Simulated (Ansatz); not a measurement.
System: SnSe2/SnSe2 (1T bilayer).

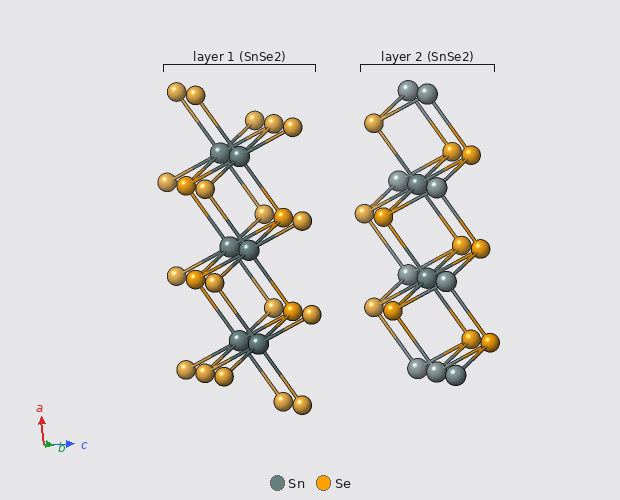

The structure (tin teal, selenium orange). 2×1×1 cells are drawn. Some periodic images of atoms are drawn too.

The cell holds 6 atoms: 2 Sn and 4 Se. Cell: a = 3.823 Å, b = 3.823 Å, c = 43.300 Å, α = 90.0°, β = 90.0°, γ = 120.0°. Regions: layer 1 (SnSe2), 3 atoms (1 Sn and 2 Se); layer 2 (SnSe2), 3 atoms (1 Sn and 2 Se). Vacuum lies along c.

```xyz
6
Lattice="3.8231 0.0000 0.0000 -1.9116 3.3109 0.0000 0.0000 0.0000 43.3000" Properties=species:S:1:pos:R:3
Sn    0.0000    0.0000   18.2188
Se    0.0000    2.2073   19.8201
Se    1.9116    1.1036   16.6181
Sn    1.9116    1.1036   25.0812
Se    0.0000    0.0000   26.6819
Se    0.0000    2.2073   23.4799
```

The structure was relaxed with PBE-D3(BJ). At the settings of the band run the largest force is still 0.09 eV/Å. The runs that relaxed it are not among those shown.

Gaps computed with Ansatz 0.2.0 without a self-energy: PBE 0.70 eV, PBE+SOC 0.66 eV and HSE06 1.31 eV.

Question: Estimate the G0W0@PBE gap with 6×6×1 mesh, 808 empty bands, screening to 75 eV, PAW set soft_1 files.

About 1.44 eV: on its mesh the run moves the gap from 0.71 eV by +0.73 eV, and the mesh misses the edges by 0.01 eV. Among the scalar-relativistic levels given, HSE06 is nearest (−0.13 eV). Spin-orbit coupling is not in that value; its −0.05 eV at the PBE level would bring it to about 1.39 eV. Bands and cutoff are finite, so the gap is not at the basis limit. The miss can reach some tenths of an eV and take either sign; the mesh is an error of its own. The mesh in the plane is coarse for a sheet; gap and any exciton binding can still move on denser ones. The many-body steps are scalar-relativistic: spin-orbit coupling is not in them.

[Paths, hosts, dates, memory and timing lines, banners, echoed tables and standing remarks are left out of the program output.]

[Logs are printed without paths, hosts, clocks, repeated set-up lines and the standing remarks that a program may print on its own settings, such as how far it seeks lower states.]

[Runs of the session that timed out or met a known fault of the program may be left out.]

[Cells called generated may have been cut or substituted from an entry of the Crystallography Open Database or the Materials Project.]

[Hosts, paths, dates, database ids (printed as entryN), source tags and the programs' standing remarks are cut or masked in the printed files.]
